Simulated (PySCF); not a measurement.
**[WO(OH)3]+: how settings move a single point**

Which settings matter for [WO(OH)3]+? Each run alters one on purpose. The species was built from a template and needn't be a known compound.

Method: B3LYP, W def2-SVP with ECP60, O def2-SVP, H def2-SVP; scalar-relativistic core potentials, no spin–orbit coupling; program: PySCF 2.14.0.

3 further runs of the same task are left out: 2 for a known fault of the program, 1 that didn't finish.

**1. Where the work starts**

8 atoms, charge 1, spin multiplicity 1.

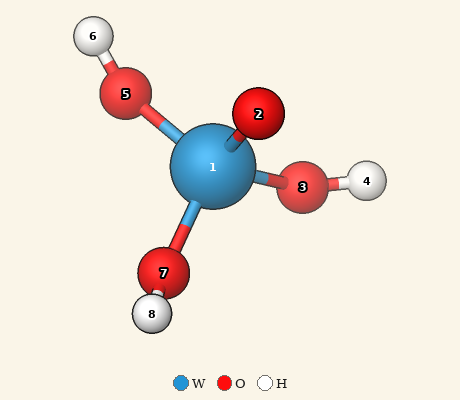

The structure; tungsten blue, oxygen red, hydrogen white; atoms are numbered from 1 in the order of the file.

Coordinates:

```xyz
8
charge 1, multiplicity 1
W    -0.15286   -0.11472   -0.17258
O     0.88178    0.75546    0.82479
O    -1.30551   -1.06483    0.88129
H    -1.57732   -1.28530    1.78960
O     0.84887   -1.24337   -1.20455
H     1.74335   -1.55307   -1.43211
O    -1.07283    1.06359   -1.22400
H    -1.22894    1.99363   -1.46430
```

Formal oxidation states: W +6. An earlier session relaxed this geometry at B3LYP, W def2-SVP with ECP60, O def2-SVP, H def2-SVP (singlet, point group C3v).

The sound run used a (50, 194) grid (finer on f atoms), a threshold of 1e-8 and at most 55 cycles, and ended at -369.489732 Eh.

**2. Altered run 1**

Contents of run.py (the lines that set the calculation):

```python
mol = gto.M(atom='''
W     -0.15286    -0.11472    -0.17258
O      0.88178     0.75546     0.82479
O     -1.30551    -1.06483     0.88129
H     -1.57732    -1.28530     1.78960
O      0.84887    -1.24337    -1.20455
H      1.74335    -1.55307    -1.43211
O     -1.07283     1.06359    -1.22400
H     -1.22894     1.99363    -1.46430''',
    basis={'W': 'def2-SVP', 'O': 'def2-SVP', 'H': 'def2-SVP'},
    ecp={'W': 'def2-SVP'},
    charge=1, spin=0)
mf = dft.RKS(mol, xc='B3LYP')
mf.grids.atom_grid = (50, 194)
mf = mf.density_fit()  # fitting sets: W def2-universal-JKFIT, O def2-universal-JKFIT, H def2-universal-JKFIT
mf.conv_tol = 1e-05; mf.max_cycle = 55
mf.kernel(dm0)  # dm0: free metal ions and neutral atoms
```

The run is started by

```
> OMP_NUM_THREADS=2 python run.py
```

What it wrote:

```text
init E= -373.642646254313
  HOMO = -0.621505545109453  LUMO = -0.372505353960234  gap/eV = 6.77564
cycle= 1 E= -369.40140602997  delta_E= 4.24  |g|= 0.64  |ddm|=  3.3
  HOMO = -0.477183641161441  LUMO = -0.262301714692988  gap/eV = 5.84724
cycle= 2 E= -368.920814141717  delta_E= 0.481  |g|= 1.73  |ddm|= 1.54
  HOMO = -0.53072881794268  LUMO = -0.252793721487454  gap/eV = 7.56300
cycle= 3 E= -369.451796641634  delta_E= -0.531  |g|= 0.437  |ddm|=  1.3
  HOMO = -0.570693969854261  LUMO = -0.287986397047533  gap/eV = 7.69286
cycle= 4 E= -369.486770694763  delta_E= -0.035  |g|= 0.124  |ddm|= 0.361
  HOMO = -0.563800423397001  LUMO = -0.290692915841689  gap/eV = 7.43163
cycle= 5 E= -369.488830716694  delta_E= -0.00206  |g|= 0.0638  |ddm|= 0.111
  HOMO = -0.564563592556752  LUMO = -0.284008601265713  gap/eV = 7.63429
cycle= 6 E= -369.489719200754  delta_E= -0.000888  |g|= 0.00769  |ddm|= 0.0559
  HOMO = -0.565030049461533  LUMO = -0.285046062066155  gap/eV = 7.61875
cycle= 7 E= -369.489731340515  delta_E= -1.21e-05  |g|= 0.00122  |ddm|= 0.00655
  HOMO = -0.565002767363245  LUMO = -0.285068073280135  gap/eV = 7.61741
cycle= 8 E= -369.489731656655  delta_E= -3.16e-07  |g|= 0.000172  |ddm|= 0.000919
  HOMO = -0.564995182840232  LUMO = -0.285081243349644  gap/eV = 7.61685
Extra cycle  E= -369.48973165373  delta_E= 2.92e-09  |g|= 0.000208  |ddm|= 0.000269
converged SCF energy = -369.48973165373
```

Run time: 3.9 s. Hardware: 2 threads of Arm Neoverse V1, shared host.

Changed: the SCF threshold (1e-05). It converges in 8 cycles, at the sound run's energy within 0.001 eV, with a largest force component of 0.02 eV/Å. The result survives the change.

**3. Altered run 2**

run.py (the lines that set the calculation), as its differences from that of step 2:

```diff
@@ -13,5 +13,5 @@
 mf = dft.RKS(mol, xc='B3LYP')
-mf.grids.atom_grid = (50, 194)
+mf.grids.atom_grid = (99, 590)
 mf = mf.density_fit()  # fitting sets: W def2-universal-JKFIT, O def2-universal-JKFIT, H def2-universal-JKFIT
-mf.conv_tol = 1e-05; mf.max_cycle = 55
+mf.conv_tol = 1e-08; mf.max_cycle = 55
 mf.kernel(dm0)  # dm0: free metal ions and neutral atoms
```

The run is started by

```
> OMP_NUM_THREADS=2 python run.py
```

What it wrote:

```text
init E= -373.64266254679
  HOMO = -0.621513252943852  LUMO = -0.372507710411205  gap/eV = 6.77579
cycle= 1 E= -369.401429657132  delta_E= 4.24  |g|= 0.64  |ddm|=  3.3
  HOMO = -0.477178384602673  LUMO = -0.262300882314237  gap/eV = 5.84711
cycle= 2 E= -368.920747544859  delta_E= 0.481  |g|= 1.73  |ddm|= 1.54
  HOMO = -0.530728878687154  LUMO = -0.252792689879554  gap/eV = 7.56303
cycle= 3 E= -369.45182343743  delta_E= -0.531  |g|= 0.437  |ddm|=  1.3
  HOMO = -0.570692154031075  LUMO = -0.287986548280062  gap/eV = 7.69281
cycle= 4 E= -369.486802717025  delta_E= -0.035  |g|= 0.124  |ddm|= 0.361
  HOMO = -0.563804754963198  LUMO = -0.290695376813484  gap/eV = 7.43168
cycle= 5 E= -369.488863095397  delta_E= -0.00206  |g|= 0.0638  |ddm|= 0.111
  HOMO = -0.564567976870386  LUMO = -0.284010171065942  gap/eV = 7.63437
cycle= 6 E= -369.48975167864  delta_E= -0.000889  |g|= 0.00769  |ddm|= 0.0559
  HOMO = -0.565034269683511  LUMO = -0.285047504153173  gap/eV = 7.61883
cycle= 7 E= -369.489763817998  delta_E= -1.21e-05  |g|= 0.00122  |ddm|= 0.00655
  HOMO = -0.565006980342886  LUMO = -0.28506950467149  gap/eV = 7.61749
cycle= 8 E= -369.48976413438  delta_E= -3.16e-07  |g|= 0.000172  |ddm|= 0.000919
  HOMO = -0.56500320829371  LUMO = -0.285074537175058  gap/eV = 7.61725
cycle= 9 E= -369.48976413915  delta_E= -4.77e-09  |g|= 6.15e-05  |ddm|= 0.000157
  HOMO = -0.565012828703018  LUMO = -0.285079824881232  gap/eV = 7.61737
Extra cycle  E= -369.489764130693  delta_E= 8.46e-09  |g|= 0.000217  |ddm|= 0.000189
converged SCF energy = -369.489764130693
```

Wall time 9.4 s (2 threads of Arm Neoverse V1, shared host).

Changed: the integration grid, to (99, 590). It converges in 9 cycles, -0.001 eV from the sound run, with a largest force component of 0.02 eV/Å. The result survives the change.

**4. Altered run 3**

run.py (the lines that set the calculation), as its differences from that of step 3:

```diff
@@ -13,5 +13,5 @@
 mf = dft.RKS(mol, xc='B3LYP')
-mf.grids.atom_grid = (99, 590)
+mf.grids.atom_grid = (50, 194)
 mf = mf.density_fit()  # fitting sets: W def2-universal-JKFIT, O def2-universal-JKFIT, H def2-universal-JKFIT
 mf.conv_tol = 1e-08; mf.max_cycle = 55
-mf.kernel(dm0)  # dm0: free metal ions and neutral atoms
+mf.kernel(dm0)  # dm0: smeared density
```

The run is started by

```
> OMP_NUM_THREADS=2 python run.py
```

What it wrote:

```text
init E= -369.470386364775
  HOMO = -0.565253467699508  LUMO = -0.284258627367122  gap/eV = 7.64626
cycle= 1 E= -369.489605684744  delta_E= -0.0192  |g|= 0.0241  |ddm|= 0.0461
  HOMO = -0.563602138254141  LUMO = -0.288445577660365  gap/eV = 7.48739
cycle= 2 E= -369.488957353911  delta_E= 0.000648  |g|= 0.0616  |ddm|= 0.0626
  HOMO = -0.564877474043877  LUMO = -0.285528359957121  gap/eV = 7.60148
cycle= 3 E= -369.48970850877  delta_E= -0.000751  |g|= 0.0108  |ddm|= 0.0444
  HOMO = -0.565157928194706  LUMO = -0.285279860721179  gap/eV = 7.61587
cycle= 4 E= -369.489731217429  delta_E= -2.27e-05  |g|= 0.00148  |ddm|= 0.00771
  HOMO = -0.564968458210367  LUMO = -0.285046292251831  gap/eV = 7.61707
cycle= 5 E= -369.489731643263  delta_E= -4.26e-07  |g|= 0.000304  |ddm|= 0.00144
  HOMO = -0.565001346811184  LUMO = -0.285074622582638  gap/eV = 7.61719
cycle= 6 E= -369.489731662066  delta_E= -1.88e-08  |g|= 3.01e-05  |ddm|= 0.000226
  HOMO = -0.565002785562891  LUMO = -0.285074942409567  gap/eV = 7.61722
cycle= 7 E= -369.489731662215  delta_E= -1.49e-10  |g|= 1.83e-05  |ddm|= 3.53e-05
  HOMO = -0.56500173969101  LUMO = -0.285075430588072  gap/eV = 7.61718
Extra cycle  E= -369.489731661889  delta_E= 3.26e-10  |g|= 4.4e-05  |ddm|= 4.19e-05
converged SCF energy = -369.489731661889
```

It took 3.7 s on 2 threads of Arm Neoverse V1, shared host.

Changed: the starting guess (smeared density). It converges in 7 cycles, at the sound run's energy within 0.001 eV, with a largest force component of 0.02 eV/Å. The result survives the change.

**5. Altered run 4**

run.py (the lines that set the calculation), as its differences from that of step 4:

```diff
@@ -11,7 +11,7 @@
     ecp={'W': 'def2-SVP'},
-    charge=1, spin=0)
-mf = dft.RKS(mol, xc='B3LYP')
+    charge=1, spin=12)
+mf = dft.UKS(mol, xc='B3LYP')
 mf.grids.atom_grid = (50, 194)
 mf = mf.density_fit()  # fitting sets: W def2-universal-JKFIT, O def2-universal-JKFIT, H def2-universal-JKFIT
-mf.conv_tol = 1e-08; mf.max_cycle = 55
-mf.kernel(dm0)  # dm0: smeared density
+mf.conv_tol = 1e-08; mf.max_cycle = 64
+mf.kernel(dm0)  # dm0: free metal ions and neutral atoms
```

The run is started by

```
> OMP_NUM_THREADS=2 python run.py
```

What it wrote:

```text
init E= -374.924291699858
cycle= 1 E= -366.681830166633  delta_E= 8.24  |g|=  1.5  |ddm|= 3.75
cycle= 2 E= -362.524202598206  delta_E= 4.16  |g|= 2.68  |ddm|= 8.49
cycle= 3 E= -366.363720172867  delta_E= -3.84  |g|= 1.58  |ddm|= 8.15
cycle= 4 E= -367.400784705258  delta_E= -1.04  |g|= 0.829  |ddm|= 1.72
cycle= 5 E= -367.521999929568  delta_E= -0.121  |g|= 0.776  |ddm|= 1.57
cycle= 6 E= -367.697986713213  delta_E= -0.176  |g|= 0.481  |ddm|= 0.54
cycle= 7 E= -367.7312628533  delta_E= -0.0333  |g|= 0.395  |ddm|= 0.453
cycle= 8 E= -367.79581767129  delta_E= -0.0646  |g|= 0.196  |ddm|= 0.403
cycle= 9 E= -367.817189754032  delta_E= -0.0214  |g|= 0.0389  |ddm|= 0.242
cycle= 10 E= -367.817926026327  delta_E= -0.000736  |g|= 0.056  |ddm|= 0.0877
cycle= 11 E= -367.818558636799  delta_E= -0.000633  |g|= 0.0498  |ddm|= 0.0261
cycle= 12 E= -367.819886483654  delta_E= -0.00133  |g|= 0.0346  |ddm|= 0.0521
cycle= 13 E= -367.822487353753  delta_E= -0.0026  |g|= 0.0143  |ddm|= 0.273
cycle= 14 E= -367.82260480144  delta_E= -0.000117  |g|= 0.00646  |ddm|= 0.0493
cycle= 15 E= -367.822788047699  delta_E= -0.000183  |g|= 0.00516  |ddm|= 0.0367
cycle= 16 E= -367.823002672206  delta_E= -0.000215  |g|= 0.00991  |ddm|= 0.0909
cycle= 17 E= -367.823067395115  delta_E= -6.47e-05  |g|= 0.00556  |ddm|= 0.0237
cycle= 18 E= -367.82310200058  delta_E= -3.46e-05  |g|= 0.00498  |ddm|= 0.0404
cycle= 19 E= -367.823108051754  delta_E= -6.05e-06  |g|= 0.00515  |ddm|= 0.0194
cycle= 20 E= -367.823114126497  delta_E= -6.07e-06  |g|= 0.00571  |ddm|= 0.0104
cycle= 21 E= -367.823077717812  delta_E= 3.64e-05  |g|= 0.00523  |ddm|= 0.0527
cycle= 22 E= -367.823062229442  delta_E= 1.55e-05  |g|= 0.00526  |ddm|= 0.0201
cycle= 23 E= -367.823040369019  delta_E= 2.19e-05  |g|= 0.00277  |ddm|= 0.0739
cycle= 24 E= -367.823032848731  delta_E= 7.52e-06  |g|= 0.00249  |ddm|= 0.0256
cycle= 25 E= -367.823028087171  delta_E= 4.76e-06  |g|= 0.00196  |ddm|= 0.0253
cycle= 26 E= -367.823019762974  delta_E= 8.32e-06  |g|= 0.00124  |ddm|= 0.0456
cycle= 27 E= -367.823015936293  delta_E= 3.83e-06  |g|= 0.00105  |ddm|= 0.0471
cycle= 28 E= -367.82301627439  delta_E= -3.38e-07  |g|= 0.000785  |ddm|= 0.0402
cycle= 29 E= -367.823016960693  delta_E= -6.86e-07  |g|= 0.000603  |ddm|= 0.0033
cycle= 30 E= -367.82301729015  delta_E= -3.29e-07  |g|= 0.000606  |ddm|= 0.0108
cycle= 31 E= -367.823017382781  delta_E= -9.26e-08  |g|= 0.000686  |ddm|= 0.00152
cycle= 32 E= -367.823018810995  delta_E= -1.43e-06  |g|= 0.000698  |ddm|= 0.0289
cycle= 33 E= -367.823017377806  delta_E= 1.43e-06  |g|= 0.000687  |ddm|= 0.05
cycle= 34 E= -367.823017549672  delta_E= -1.72e-07  |g|= 0.000693  |ddm|= 0.0013
cycle= 35 E= -367.82301783922  delta_E= -2.9e-07  |g|= 0.000704  |ddm|= 0.00451
cycle= 36 E= -367.823017689518  delta_E= 1.5e-07  |g|= 0.000683  |ddm|= 0.00562
cycle= 37 E= -367.823017737892  delta_E= -4.84e-08  |g|= 0.000695  |ddm|= 0.00327
cycle= 38 E= -367.823017716527  delta_E= 2.14e-08  |g|= 0.000671  |ddm|= 0.00115
cycle= 39 E= -367.823017579946  delta_E= 1.37e-07  |g|= 0.000688  |ddm|= 0.00494
cycle= 40 E= -367.823017685101  delta_E= -1.05e-07  |g|= 0.000746  |ddm|= 0.00595
cycle= 41 E= -367.823018293915  delta_E= -6.09e-07  |g|= 0.000733  |ddm|= 0.00654
cycle= 42 E= -367.823017131133  delta_E= 1.16e-06  |g|= 0.000548  |ddm|= 0.015
cycle= 43 E= -367.823015502591  delta_E= 1.63e-06  |g|= 0.000382  |ddm|= 0.0226
cycle= 44 E= -367.823015291325  delta_E= 2.11e-07  |g|= 0.000264  |ddm|= 0.00798
cycle= 45 E= -367.823015071238  delta_E= 2.2e-07  |g|= 8.91e-05  |ddm|= 0.0122
cycle= 46 E= -367.823015156021  delta_E= -8.48e-08  |g|= 6.3e-05  |ddm|= 0.0062
cycle= 47 E= -367.823015146198  delta_E= 9.82e-09  |g|= 4.68e-05  |ddm|= 0.00383
Extra cycle  E= -367.823015141475  delta_E= 4.72e-09  |g|= 0.000173  |ddm|= 0.000338
converged SCF energy = -367.823015141475  <S^2> = 42.015219  2S+1 = 13.002341
```

Run time: 14 s. Hardware: 2 threads of Arm Neoverse V1, shared host.

Changed: the spin (12 unpaired electrons); the cycle limit is 64. It converges in 47 cycles, +45.354 eV from the sound run, with a largest force component of 16.55 eV/Å. The setting is unsound, so these numbers aren't the compound's.

**6. Side by side**

| run | changed | ending | energy change (eV) | cycles | time | usable |
| --- | --- | --- | --- | --- | --- | --- |
| 1 | the SCF threshold | converged | 0.000 | 8 | 3.9 s | yes |
| 2 | the integration grid | converged | -0.001 | 9 | 9.4 s | yes |
| 3 | the starting guess | converged | 0.000 | 7 | 3.7 s | yes |
| 4 | the spin | converged | +45.354 | 47 | 14 s | no |

3 of 4 altered runs give a usable result. 1 ended normally with numbers unfit to quote.
